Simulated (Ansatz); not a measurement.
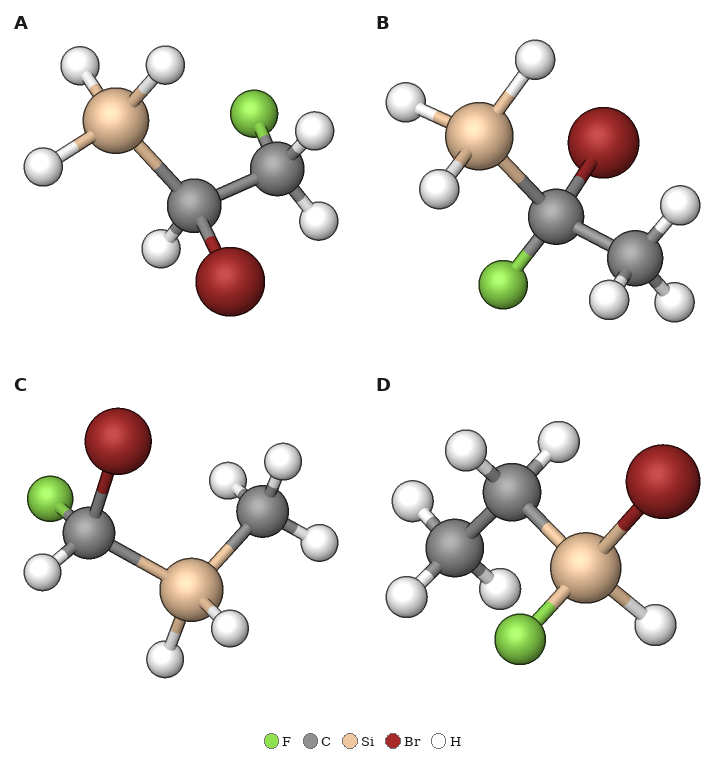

Source: calculation with Ansatz.

### Which panel belongs to which SMILES?
(1) FC[C@H]([SiH3])Br
(2) C[SiH2][C@H](F)Br
(3) C[C@@](F)([SiH3])Br
(4) CC[Si@H](F)Br

A is (1), B is (3), C is (2), D is (4).
